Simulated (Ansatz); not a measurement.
## Electronic structure of CH$_{2}$FSi$_{2}$ (doublet) in real space

```xyz
6

C    -1.1540    0.0469   -0.6922
F     1.5275    0.0756    0.6348
Si   -0.4578   -0.4423   -2.2086
Si    0.5067    0.7429   -0.4401
H     0.8873    2.1774   -0.4492
H    -2.0105    0.0325   -0.0092
```

Geometry: PBE0-D3(BJ)/def2-SVP.

Theory: isolated molecule in a Gaussian basis; Kohn-Sham density functional theory, functional PBE0 (Ansatz 0.2.0).

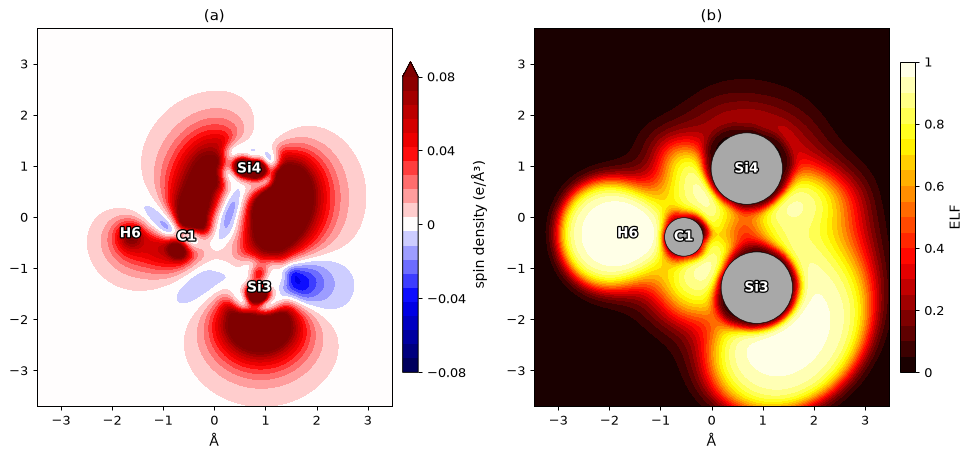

Figure 1. (a) spin density; (b) ELF on the plane of atoms C1, Si4 and Si3. Grey discs cover the atomic cores in the ELF map.

Read the bonding off the picture.

Answer. Atoms in the plane: C, Si and H.
C–Si (1.74 Å): the ELF peaks at about 0.85 between the atoms, as expected for localised, covalent bonding.
Si–Si (2.34 Å): the ELF peaks at about 0.55 in the valence shell of Si, 1.0 Å from its nucleus, and is about 0.50 at the midpoint.
C–H (1.10 Å): the ELF climbs to about 1 towards the hydrogen, as it does in any bond to H: an ordinary covalent bond to hydrogen.
C–Si (1.82 Å): the ELF peaks at about 0.90 between the atoms (a shared electron pair).
The ELF also peaks beside Si3, away from the bonds: non-bonding electrons, paired or unpaired.
The unpaired spin (1 electron) lies mostly on Si3 (about 0.4), Si4 (about 0.4) and C1 (about 0.1), in electrons by Hirshfeld's partition.

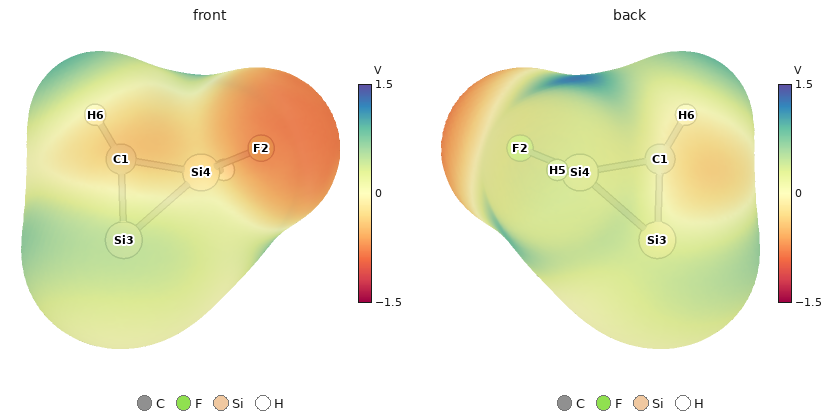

Figure 2. The molecular electrostatic potential painted on the density surface at 0.001 e/bohr³, seen from the front and from behind; the colour scale runs from red (negative) to blue (positive).

Which sites attract a positive test charge, and which a negative one?

Answer. A positive charge is drawn to the negative regions and a negative charge to the positive ones. The most negative region (about −0.8 V) lies over F2, the most positive (about +1.2 V) over Si4.

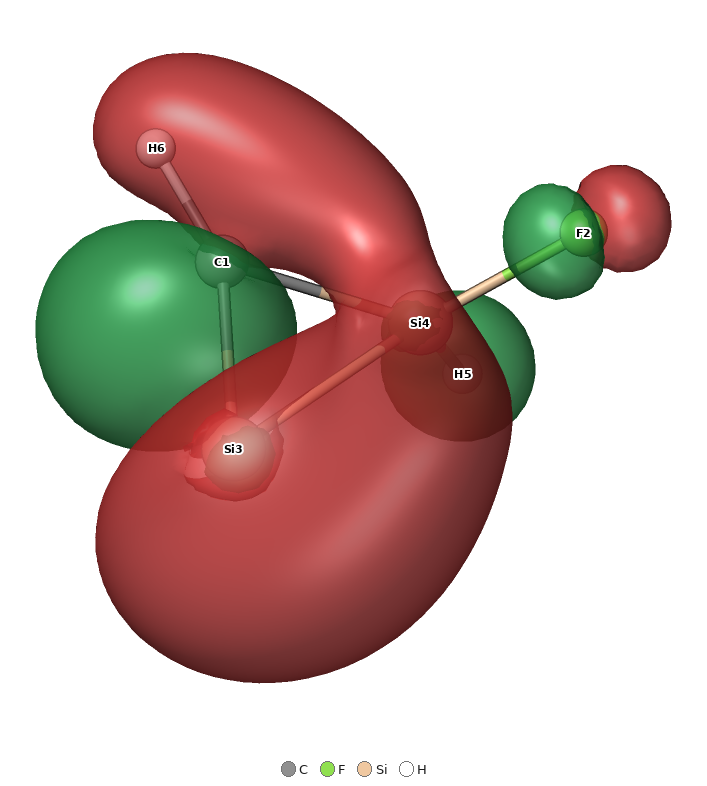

Figure 3. The HOMO−1 (β) at ±0.08 Å⁻³ᐟ² (green and red are the two phases), seen at a tilt.

Where does this orbital lie, and at what energy?

Answer. It lies mainly on Si3 (about 55 %), C1 (about 25 %) and Si4 (about 10 %). Its energy is −7.86 eV.

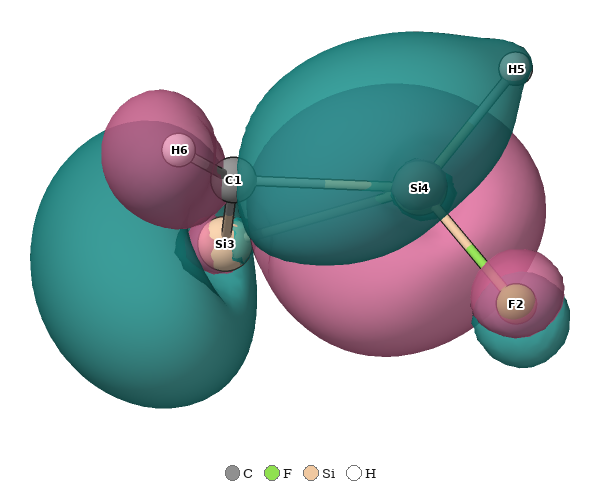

Figure 4. One frontier orbital at ±0.1 Å⁻³ᐟ² (teal and pink are the two phases), seen from one side.

Which orbital is it: HOMO (β) or LUMO (β)?

Answer. The LUMO (β), at −3.71 eV. Its weight (Hirshfeld) is mainly on Si3 (about 45 %), Si4 (about 35 %) and C1 (about 10 %).
